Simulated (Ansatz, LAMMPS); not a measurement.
# Aqueous Sr2+ and TFSI-, 8.8 mol of salt per kg of water, from a frame at 360 K (150 atoms): geometry optimisation, part 2 of 3

Wanted: the relaxed structure of aqueous Sr2+ and TFSI-, 8.8 mol of salt per kg of water, from a frame at 360 K (150 atoms) and its electronic structure.

Ansatz 0.2.0; Kohn-Sham DFT, PBEsol, PAW (set soft_2), plane waves.

The cell: 6 N, 12 S, 43 O, 12 C, 36 F, 38 H and 3 Sr. The network of contacts between molecules at the start is that of the classical potential that made the cell. The concentration wasn't checked against solubility and may exceed it. The functional has no dispersion term. The density was typed from a rule of thumb and may lie off the real one at this temperature.

So far. Step 3 (Single point at the start): Neighbours are counted within 1.21 Å (O-H), 1.88 Å (O-S), 3.18 Å (O-Sr), 1.62 Å (F-C), 2.21 Å (C-S), 2.02 Å (S-N).

## (4) Relaxation

The atoms are relaxed in the fixed cell, aiming at the force tolerance of the input.

input.yaml reads:

```yaml
crystal:
  lattice:
    - [12.39774, 0.0, 0.0]
    - [0.0, 12.39774, 0.0]
    - [0.0, 0.0, 12.39774]
  atoms:
    [... the 150 atom lines of step 3 ...]
kpoints:
  mp_grid: { grid: [1, 1, 1] }
hamiltonian:
  xc: pbesol
scf:
  occupations: { method: fermi_dirac, width: 0.05 }
output:
  forces: true
relax:
  f_tol: 0.05
  max_steps: 200
```

Run with:

```sh
> ansatz run input.yaml --threads 4 --pin off --max-ram 8192MiB --backend cpu --events-out ev --progress --plain --runs-dir out
```

Numbers of over 12 decimals in the logs are rounded to 6 here.

What it wrote:

```text
[...]
Crystal: 150 atoms, lattice volume = 1905.582 Å³
Basis set: ecut = 420 eV, 37385 PW (Γ), exchange–correlation on 180×180×180 points (8 copies of the dense FFT grid, shifted against one another)
Bands: 514, of which v1, the nominal top of the filled ones, is band 364 counted from 1 (363 counted from 0)
Symmetry: 1 space group operations
[...]
k-points: 1
[...]
SCF iter   1: F=—  HF=-79823.443943 eV  |F-HF|=—  |Δ(HF+E_count)|=         —  Δρ=8.76e-3  dr2=1.07e0  ethr=1.77e-3  ⟨swp⟩=8.0  Hψ=2645  notcnv=0  defer=35
[...]
SCF iter   7: F=-79823.148519 eV  HF=-79823.148545 eV  |F-HF|=2.52e-5  |Δ(HF+E_count)|=   2.46e-5  Δρ=5.51e-5  dr2=5.47e-5  ethr=8.59e-9  ⟨swp⟩=3.0  Hψ=1692  notcnv=0
SCF 1 converged in 7 iterations: F = -79823.148519 eV  dr2 = 5.47e-5
[...]
relax step   1: F+E_penalty+E_count = -79823.14851934 eV  Δ(F+E_penalty+E_count) = +0.000e0 eV  max|allowed force component| = 4.946e0 eV/Å  Δτ_max = 0.0000 Å  (7 SCF iters, dr2 threshold 6.25e-5 eV, accepted)
[...]
relax step   2: F+E_penalty+E_count = -79828.92844340 eV  Δ(F+E_penalty+E_count) = -5.780e0 eV  max|allowed force component| = 3.255e0 eV/Å  Δτ_max = 0.1949 Å  (8 SCF iters, dr2 threshold 1.00e-4 eV, accepted)
[...]
relax step   3: F+E_penalty+E_count = -79831.67218123 eV  Δ(F+E_penalty+E_count) = -2.744e0 eV  max|allowed force component| = 1.748e0 eV/Å  Δτ_max = 0.1949 Å  (8 SCF iters, dr2 threshold 1.00e-4 eV, accepted)
relax step   4: F+E_penalty+E_count = -79832.68789121 eV  Δ(F+E_penalty+E_count) = -1.016e0 eV  max|allowed force component| = 1.514e0 eV/Å  Δτ_max = 0.1951 Å  (7 SCF iters, dr2 threshold 1.00e-4 eV, accepted)
relax step   5: F+E_penalty+E_count = -79833.21218464 eV  Δ(F+E_penalty+E_count) = -5.243e-1 eV  max|allowed force component| = 2.585e0 eV/Å  Δτ_max = 0.1963 Å  (6 SCF iters, dr2 threshold 1.00e-4 eV, accepted)
relax step   6: F+E_penalty+E_count = -79833.81973290 eV  Δ(F+E_penalty+E_count) = -6.075e-1 eV  max|allowed force component| = 1.552e0 eV/Å  Δτ_max = 0.2000 Å  (7 SCF iters, dr2 threshold 1.00e-4 eV, accepted)
relax step   7: F+E_penalty+E_count = -79834.21532080 eV  Δ(F+E_penalty+E_count) = -3.956e-1 eV  max|allowed force component| = 7.804e-1 eV/Å  Δτ_max = 0.1934 Å  (7 SCF iters, dr2 threshold 1.00e-4 eV, accepted)
relax step   8: F+E_penalty+E_count = -79834.45881993 eV  Δ(F+E_penalty+E_count) = -2.435e-1 eV  max|allowed force component| = 1.039e0 eV/Å  Δτ_max = 0.1959 Å  (7 SCF iters, dr2 threshold 1.00e-4 eV, accepted)
relax step   9: F+E_penalty+E_count = -79834.64644414 eV  Δ(F+E_penalty+E_count) = -1.876e-1 eV  max|allowed force component| = 8.985e-1 eV/Å  Δτ_max = 0.1927 Å  (7 SCF iters, dr2 threshold 1.00e-4 eV, accepted)
relax step  10: F+E_penalty+E_count = -79834.75861851 eV  Δ(F+E_penalty+E_count) = -1.122e-1 eV  max|allowed force component| = 1.025e0 eV/Å  Δτ_max = 0.1949 Å  (6 SCF iters, dr2 threshold 1.00e-4 eV, accepted)
relax step  11: F+E_penalty+E_count = -79834.99393376 eV  Δ(F+E_penalty+E_count) = -2.353e-1 eV  max|allowed force component| = 4.111e-1 eV/Å  Δτ_max = 0.2000 Å  (7 SCF iters, dr2 threshold 1.00e-4 eV, accepted)
relax step  12: F+E_penalty+E_count = -79835.16430449 eV  Δ(F+E_penalty+E_count) = -1.704e-1 eV  max|allowed force component| = 4.525e-1 eV/Å  Δτ_max = 0.1938 Å  (7 SCF iters, dr2 threshold 2.72e-5 eV, accepted)
relax step  13: F+E_penalty+E_count = -79835.28521937 eV  Δ(F+E_penalty+E_count) = -1.209e-1 eV  max|allowed force component| = 6.900e-1 eV/Å  Δτ_max = 0.1970 Å  (7 SCF iters, dr2 threshold 3.29e-5 eV, accepted)
relax step  14: F+E_penalty+E_count = -79835.39759078 eV  Δ(F+E_penalty+E_count) = -1.124e-1 eV  max|allowed force component| = 6.893e-1 eV/Å  Δτ_max = 0.1943 Å  (7 SCF iters, dr2 threshold 1.00e-4 eV, accepted)
relax step  15: F+E_penalty+E_count = -79835.49800068 eV  Δ(F+E_penalty+E_count) = -1.004e-1 eV  max|allowed force component| = 4.593e-1 eV/Å  Δτ_max = 0.1917 Å  (6 SCF iters, dr2 threshold 1.00e-4 eV, accepted)
relax step  16: F+E_penalty+E_count = -79835.58155941 eV  Δ(F+E_penalty+E_count) = -8.356e-2 eV  max|allowed force component| = 4.973e-1 eV/Å  Δτ_max = 0.1918 Å  (6 SCF iters, dr2 threshold 9.37e-5 eV, accepted)
relax step  17: F+E_penalty+E_count = -79835.63396463 eV  Δ(F+E_penalty+E_count) = -5.241e-2 eV  max|allowed force component| = 5.970e-1 eV/Å  Δτ_max = 0.1947 Å  (6 SCF iters, dr2 threshold 1.00e-4 eV, accepted)
relax step  18: F+E_penalty+E_count = -79835.69446957 eV  Δ(F+E_penalty+E_count) = -6.050e-2 eV  max|allowed force component| = 5.466e-1 eV/Å  Δτ_max = 0.1919 Å  (6 SCF iters, dr2 threshold 1.00e-4 eV, accepted)
relax step  19: F+E_penalty+E_count = -79835.74183423 eV  Δ(F+E_penalty+E_count) = -4.736e-2 eV  max|allowed force component| = 3.902e-1 eV/Å  Δτ_max = 0.1937 Å  (6 SCF iters, dr2 threshold 1.00e-4 eV, accepted)
relax step  20: F+E_penalty+E_count = -79835.76772903 eV  Δ(F+E_penalty+E_count) = -2.589e-2 eV  max|allowed force component| = 2.161e-1 eV/Å  Δτ_max = 0.1393 Å  (6 SCF iters, dr2 threshold 7.76e-5 eV, accepted)
relax step  21: F+E_penalty+E_count = -79835.78553762 eV  Δ(F+E_penalty+E_count) = -1.781e-2 eV  max|allowed force component| = 1.687e-1 eV/Å  Δτ_max = 0.0701 Å  (7 SCF iters, dr2 threshold 1.43e-5 eV, accepted)
relax step  22: F+E_penalty+E_count = -79835.80388686 eV  Δ(F+E_penalty+E_count) = -1.835e-2 eV  max|allowed force component| = 1.590e-1 eV/Å  Δτ_max = 0.1142 Å  (7 SCF iters, dr2 threshold 8.73e-6 eV, accepted)
relax step  23: F+E_penalty+E_count = -79835.81396713 eV  Δ(F+E_penalty+E_count) = -1.008e-2 eV  max|allowed force component| = 1.909e-1 eV/Å  Δτ_max = 0.1098 Å  (7 SCF iters, dr2 threshold 1.54e-5 eV, accepted)
relax step  24: F+E_penalty+E_count = -79835.81905763 eV  Δ(F+E_penalty+E_count) = -5.090e-3 eV  max|allowed force component| = 1.818e-1 eV/Å  Δτ_max = 0.0933 Å  (6 SCF iters, dr2 threshold 3.24e-5 eV, accepted)
relax step  25: F+E_penalty+E_count = -79835.82637225 eV  Δ(F+E_penalty+E_count) = -7.315e-3 eV  max|allowed force component| = 1.272e-1 eV/Å  Δτ_max = 0.0276 Å  (5 SCF iters, dr2 threshold 3.00e-5 eV, accepted)
relax step  26: F+E_penalty+E_count = -79835.83076385 eV  Δ(F+E_penalty+E_count) = -4.392e-3 eV  max|allowed force component| = 4.220e-2 eV/Å  Δτ_max = 0.0302 Å  (6 SCF iters, dr2 threshold 7.92e-6 eV, accepted)
relax step  27: F+E_penalty+E_count = -79835.83076532 eV  Δ(F+E_penalty+E_count) = -1.468e-6 eV  max|allowed force component| = 4.222e-2 eV/Å  Δτ_max = 0.0000 Å  (4 SCF iters, accepted)
relax step  28: F+E_penalty+E_count = -79835.83363190 eV  Δ(F+E_penalty+E_count) = -2.867e-3 eV  max|allowed force component| = 6.996e-2 eV/Å  Δτ_max = 0.0590 Å  (9 SCF iters, accepted)
relax step  29: F+E_penalty+E_count = -79835.83641121 eV  Δ(F+E_penalty+E_count) = -2.779e-3 eV  max|allowed force component| = 1.049e-1 eV/Å  Δτ_max = 0.0660 Å  (7 SCF iters, dr2 threshold 4.89e-6 eV, accepted)
relax step  30: F+E_penalty+E_count = -79835.84097009 eV  Δ(F+E_penalty+E_count) = -4.559e-3 eV  max|allowed force component| = 1.795e-1 eV/Å  Δτ_max = 0.1270 Å  (7 SCF iters, dr2 threshold 1.10e-5 eV, accepted)
relax step  31: F+E_penalty+E_count = -79835.84695865 eV  Δ(F+E_penalty+E_count) = -5.989e-3 eV  max|allowed force component| = 2.988e-1 eV/Å  Δτ_max = 0.1603 Å  (6 SCF iters, dr2 threshold 3.22e-5 eV, accepted)
relax step  32: F+E_penalty+E_count = -79835.85590863 eV  Δ(F+E_penalty+E_count) = -8.950e-3 eV  max|allowed force component| = 1.864e-1 eV/Å  Δτ_max = 0.1698 Å  (6 SCF iters, dr2 threshold 8.93e-5 eV, accepted)
relax step  33: F+E_penalty+E_count = -79835.86350982 eV  Δ(F+E_penalty+E_count) = -7.601e-3 eV  max|allowed force component| = 1.534e-1 eV/Å  Δτ_max = 0.0424 Å  (6 SCF iters, dr2 threshold 1.35e-5 eV, accepted)
relax step  34: F+E_penalty+E_count = -79835.86562674 eV  Δ(F+E_penalty+E_count) = -2.117e-3 eV  max|allowed force component| = 9.185e-2 eV/Å  Δτ_max = 0.0649 Å  (7 SCF iters, dr2 threshold 9.16e-6 eV, accepted)
relax step  35: F+E_penalty+E_count = -79835.87335670 eV  Δ(F+E_penalty+E_count) = -7.730e-3 eV  max|allowed force component| = 1.065e-1 eV/Å  Δτ_max = 0.0549 Å  (7 SCF iters, dr2 threshold 3.02e-6 eV, accepted)
relax step  36: F+E_penalty+E_count = -79835.85268551 eV  Δ(F+E_penalty+E_count) = +2.067e-2 eV  max|allowed force component| = 1.591e-1 eV/Å  Δτ_max = 0.1706 Å  (8 SCF iters, dr2 threshold 4.06e-6 eV, rejected (line search))
relax step  37: F+E_penalty+E_count = -79835.87791698 eV  Δ(F+E_penalty+E_count) = -4.560e-3 eV  max|allowed force component| = 6.321e-2 eV/Å  Δτ_max = 0.0797 Å  (9 SCF iters, accepted)
[...]
relax step  38: F+E_penalty+E_count = -79835.87956376 eV  Δ(F+E_penalty+E_count) = -1.647e-3 eV  max|allowed force component| = 3.493e-2 eV/Å  Δτ_max = 0.0276 Å  (8 SCF iters, accepted)
SCF converged after 8 iterations
Free energy (F): -79835.879564 eV
[...]
Internal energy: -79835.879564 eV  (E = F + TS)
E sigma→0 (E₀):  -79835.879564 eV
Fermi energy:    2.948677 eV
[...]
--- Forces (eV/Å), atoms counted from 1 ---
  atom   1  N      0.00439395     0.00189616     0.00421670
  atom   2  S      0.01215612    -0.01410444    -0.01499764
  atom   3  O     -0.00223335     0.00327312     0.00096998
  atom   4  O     -0.00151535     0.00130091     0.00507743
  atom   5  C      0.00784005     0.00236346    -0.00648400
  atom   6  F     -0.00368840     0.00244287     0.00004409
  atom   7  F     -0.00100504     0.00049565     0.00134343
  atom   8  F     -0.00178431    -0.00421417     0.00359418
  atom   9  S      0.01558339    -0.00855858     0.00102911
  atom  10  O     -0.00408883     0.00379548     0.00123428
  atom  11  O     -0.00625247     0.00936545     0.00004220
  atom  12  C     -0.00649320     0.00437073     0.00182551
  atom  13  F      0.00299893    -0.00078723    -0.00036321
  atom  14  F     -0.00146680    -0.00978790    -0.00097722
[...]
atom 149  Sr     0.00044525    -0.00304485    -0.00393997
  atom 150  Sr    -0.00067075     0.01689338    -0.00610916
  max |Σ_I F_I| component: 1.80e-4 eV/Å
--- Relaxed structure (38 steps of the walk, 37 accepted, 0 SCFs on fresh bases) ---
  F+E_penalty+E_count = -79835.87956376 eV   max|allowed force component| = 3.493e-2 eV/Å
  atoms:
    - { symbol: N, position: [0.035922, 0.881025, 0.505735] }
    - { symbol: S, position: [0.105329, 0.817232, 0.421017] }
    - { symbol: O, position: [0.063052, 0.710024, 0.396894] }
    - { symbol: O, position: [0.218430, 0.824736, 0.449032] }
[...]
- { symbol: Sr, position: [0.382167, 0.696104, 0.425636] }
```

Wall time 12 min (4 threads of Arm Neoverse V2, shared host); peak memory 2.9 GiB; 46 min of CPU time.

The steps of the relaxation (22 of 38):

```tsv
step	energy less that of the first step (eV)	largest force component (eV/Å)
1	0.0000	4.9458
3	-8.5237	1.7478
5	-10.0637	2.5847
6	-10.6712	1.5515
8	-11.3103	1.0387
10	-11.6101	1.0252
12	-12.0158	0.4525
13	-12.1367	0.6900
15	-12.3495	0.4593
17	-12.4854	0.5970
19	-12.5933	0.3902
20	-12.6192	0.2161
22	-12.6554	0.1590
24	-12.6705	0.1818
26	-12.6822	0.0422
27	-12.6822	0.0422
29	-12.6879	0.1049
31	-12.6984	0.2988
33	-12.7150	0.1534
34	-12.7171	0.0919
36	-12.7042	0.1591
38	-12.7310	0.0349
```

Relaxation step 36 was tried and not accepted.

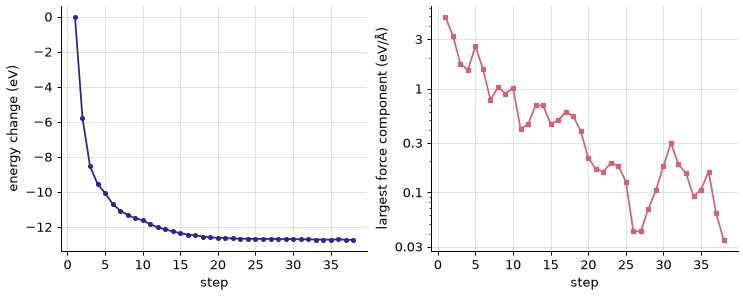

Energy and largest force along the relaxation.

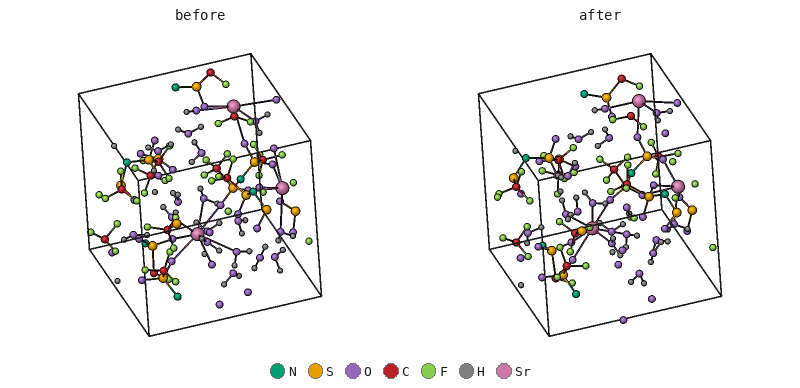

Before and after, at one scale. Bonds to atoms that aren't drawn are left out.

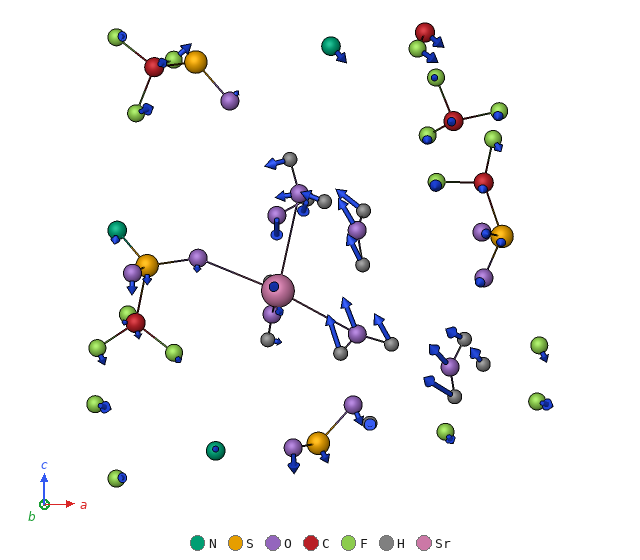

Displacements in the relaxation, scaled; the longest in the cell stands for 2.25 Å. Drawn is a slice 4 Å thick, seen along the normal of the ac plane. Bonds to atoms that aren't drawn are left out.

The atoms that moved most (Å):

```tsv
atom	dx	dy	dz	length
H141	-1.453	-1.422	0.966	2.251
H108	0.053	1.637	-1.326	2.108
O106	0.103	1.524	-1.156	1.916
H126	-1.070	0.827	-1.207	1.813
H134	-0.534	0.055	1.634	1.720
O139	-0.912	-1.018	1.010	1.699
O25	0.686	-0.663	-1.330	1.636
O133	-0.585	-0.080	1.502	1.614
```

The relaxation changed the energy by -84.9 meV/atom, and atoms moved by 0.88 Å r.m.s., 2.3 Å at most.

## (5) Distances and neighbours after relaxation

Bonds before and after, by the cutoffs listed below:

```tsv
pair	bonds before	bonds after	mean before (Å)	mean after (Å)	spread before (Å)	spread after (Å)
O-H	38	38	1.000	0.992	0.000	0.014
O-S	24	24	1.461	1.453	0.019	0.008
O-Sr	24	23	2.791	2.596	0.158	0.102
F-C	36	36	1.363	1.331	0.027	0.007
C-S	12	12	1.840	1.877	0.049	0.013
S-N	12	12	1.568	1.578	0.040	0.008
```

Density 1.99 g/cm³, 12.70 Å³ an atom.

Pair distribution functions g(r), in bins of 0.2 Å:

```tsv
r (Å)	total	O-O	O-H	O-F	O-C	O-S	O-N
0.90	2.12	0.00	14.65	0.00	0.00	0.00	0.00
1.10	0.52	0.00	3.54	0.00	0.00	0.00	0.00
1.30	1.38	0.00	0.00	0.00	0.00	0.00	0.00
1.50	1.58	0.00	0.57	0.00	0.00	16.60	0.00
1.70	0.42	0.00	2.21	0.00	0.00	0.00	0.00
1.90	0.55	0.00	1.97	0.00	0.00	0.00	0.00
2.10	0.73	0.00	0.10	0.00	0.00	0.00	0.00
2.30	0.32	0.00	0.18	0.00	0.00	0.00	0.00
2.50	0.76	1.98	0.15	0.00	0.00	0.00	11.04
2.70	1.40	2.44	0.56	0.52	5.00	0.00	0.00
2.90	1.02	1.96	1.20	2.16	0.00	0.17	0.00
3.10	1.17	1.64	1.83	1.84	0.16	0.62	0.29
3.30	1.00	1.07	2.26	1.09	0.42	1.23	0.00
3.50	0.97	1.01	1.57	0.90	0.73	0.72	0.24
3.70	1.04	0.73	0.91	1.34	0.95	1.18	0.87
3.90	1.05	0.86	1.12	0.54	1.36	2.00	0.76
4.10	0.97	0.83	1.37	0.38	1.13	1.15	0.18
4.30	0.97	0.98	1.10	0.76	0.95	0.72	0.32
4.50	0.87	1.20	0.66	0.72	0.72	0.95	0.29
4.70	1.04	1.27	0.63	1.01	1.00	1.20	1.06
4.90	0.96	1.34	0.83	0.95	0.99	0.19	1.83
5.10	1.06	0.85	0.98	1.13	1.19	1.02	1.01
5.30	1.08	0.82	1.50	1.01	0.63	0.57	1.25
5.50	1.04	0.76	1.04	1.19	0.73	1.11	0.88
5.70	1.00	1.06	0.81	1.03	1.31	1.40	1.27
5.90	0.99	0.97	0.96	1.11	0.93	1.19	1.19
6.10	1.06	1.00	0.91	1.26	0.92	1.34	1.03
```

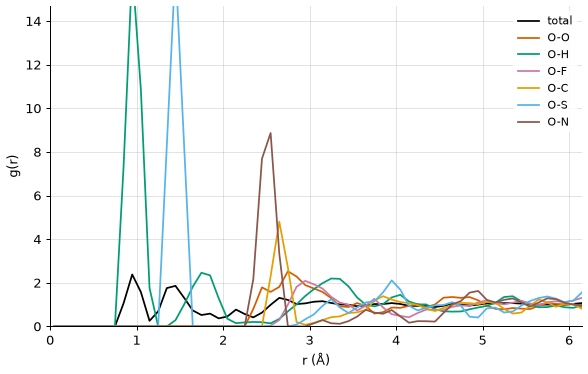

Pair distribution functions, lightly smoothed, with peaks cut at 14.

Bonds by pair of elements; cutoffs follow the first minimum of g(r), held within bounds set by covalent radii, and pairs that aren't listed don't count as bonded:

```tsv
pair A-B	cutoff (Å)	bonds	mean length (Å)	spread (Å)	shortest (Å)	B about A	A about B
O-H	1.21	38	0.992	0.014	0.971	0.884	1
O-S	1.88	24	1.45	0.008	1.43	0.558	2
O-Sr	3.27	23	2.60	0.102	2.46	0.535	7.67
F-C	1.62	36	1.33	0.007	1.32	1	3
C-S	2.21	12	1.88	0.013	1.86	1	1
S-N	1.98	12	1.58	0.008	1.57	1	2
```

How many atoms have how many bonded neighbours:

```tsv
element	mean	1	2	3	4	7	8
C	4	0	0	0	12	0	0
F	1	36	0	0	0	0	0
H	1	38	0	0	0	0	0
N	2	0	6	0	0	0	0
O	1.98	11	22	10	0	0	0
S	4	0	0	0	12	0	0
Sr	7.67	0	0	0	0	1	2
```

Bond angles, per cent of each kind in bins of 5°:

```tsv
angle (°)	O-Sr-O	F-C-S	F-C-F	C-S-O	N-S-O
60–65	2.6	0.0	0.0	0.0	0.0
65–70	11.7	0.0	0.0	0.0	0.0
70–75	14.3	0.0	0.0	0.0	0.0
75–80	10.4	0.0	0.0	0.0	0.0
80–85	10.4	0.0	0.0	0.0	0.0
85–90	2.6	0.0	0.0	0.0	0.0
90–95	2.6	0.0	0.0	0.0	0.0
95–100	2.6	0.0	0.0	0.0	0.0
100–105	6.5	0.0	0.0	62.5	0.0
105–110	0.0	58.3	88.9	37.5	37.5
110–115	0.0	41.7	11.1	0.0	37.5
115–120	2.6	0.0	0.0	0.0	25.0
120–125	1.3	0.0	0.0	0.0	0.0
125–130	2.6	0.0	0.0	0.0	0.0
130–135	7.8	0.0	0.0	0.0	0.0
135–140	6.5	0.0	0.0	0.0	0.0
140–145	10.4	0.0	0.0	0.0	0.0
145–150	1.3	0.0	0.0	0.0	0.0
150–155	1.3	0.0	0.0	0.0	0.0
155–160	2.6	0.0	0.0	0.0	0.0
```

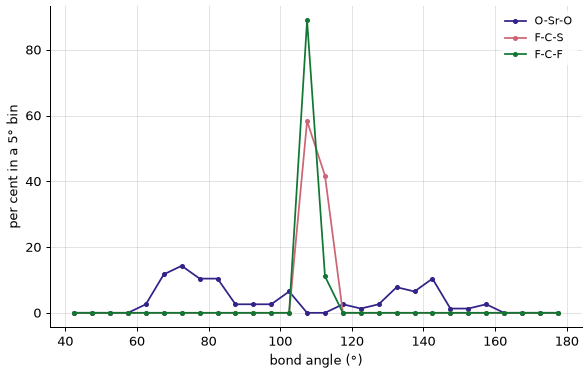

Distributions of the most common bond angles.

Bond angles (no mean is given where the spread exceeds 20°):

```tsv
angle	count	mean (°)	spread (°)
O-Sr-O	77	-	-
F-C-S	36	110	1.3
F-C-F	36	109	0.7
C-S-O	24	105	1.3
N-S-O	24	112	3.1
```

Hydrogen bonds between water molecules (O–O under 3.5 Å, H–O···O angle under 30°):

```tsv
hydrogen bonds to other water	molecules
0	2
1	2
2	8
3	6
4	1
```

First shells of the ions:

```tsv
ion	count	shell	mean number
Sr	3	water O within 3.4 A	3.33
```

Bond length by coordination (bonds to H left out):

```tsv
element	coordination	atoms	mean bond length (Å)
O	1	11	1.45
O	2	13	2.05
O	3	10	2.54
Sr	7	1	2.57
Sr	8	2	2.61
```

With the cutoffs above, all C atoms have 4, all F atoms have 1, all H atoms have 1 and all N atoms have 2 bonded neighbours. The 19 water molecules hold 2.11 hydrogen bonds each to other water on average, with a mean O–O distance of 2.72 Å. Ion shells in this frame: Sr 3.3 (water O within 3.4 Å).

[end of part 2 of 3]

[Logs are printed without paths, hosts, clocks, repeated set-up lines and the standing remarks that a program may print on its own settings, such as how far it seeks lower states.]

[Hosts, paths, dates, database ids (printed as entryN), source tags and the programs' standing remarks are cut or masked in the printed files.]
